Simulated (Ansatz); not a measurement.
MgB$_{2}$ (AlB2 type, space group P6/mmm)

```
MgB2
1.0
    6.14864     0.00000     0.00000
   -1.53716     2.66244     0.00000
    3.07432     0.00000     3.52754
Mg B
2 4
Direct
  0.00000   0.00000   0.00000
  0.50000   0.00000   0.00000
  0.91667   0.66667   0.50000
  0.41667   0.66667   0.50000
  0.08333   0.33333   0.50000
  0.58333   0.33333   0.50000
```

The atoms are displaced by Q × the pattern below (from a DFPT mode at L = (0.5, 0.0, 0.5), largest move 1; Q in Å), at fixed cell. (q is in reciprocal vectors of the primitive cell; the cell shown is doubled to hold the pattern.)

```
atom       x       y      z
----  ------  ------  -----
Mg1    0.500  -0.866  0.000
Mg2   -0.500   0.866  0.000
```

Atoms not listed stay in place.

All values below come from PBE (plane waves to 420 eV, PAW, scalar-relativistic; Ansatz, an electronic-structure program). k mesh 17×17×17 (Γ-centred), Fermi-Dirac smearing 0.05 eV. The energy includes the smearing's −TS. With partly filled bands, energies and forces of such displacements shift with the k mesh and the smearing. MgB2 was relaxed with its symmetry unable to fall. The zero of ΔE is the undisplaced structure.

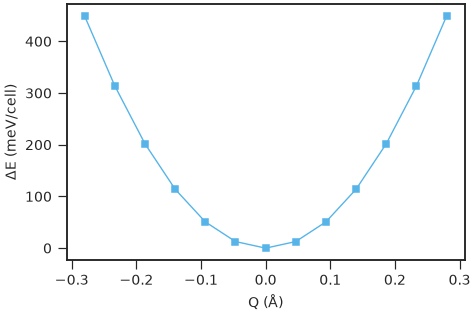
ΔE (meV/cell) against Q (Å); markers are the computed points, lines only join them.

Problem. What is the energy change at Q = 0.280 Å?

Solution. About 450 meV/cell.

Problem. What harmonic wavenumber does the curvature at Q = 0 give?

Solution. About 260 cm⁻¹.

(For displaced atoms, the force is minus the slope of the energy, and its curvature is a force constant, which sets phonon frequencies.)
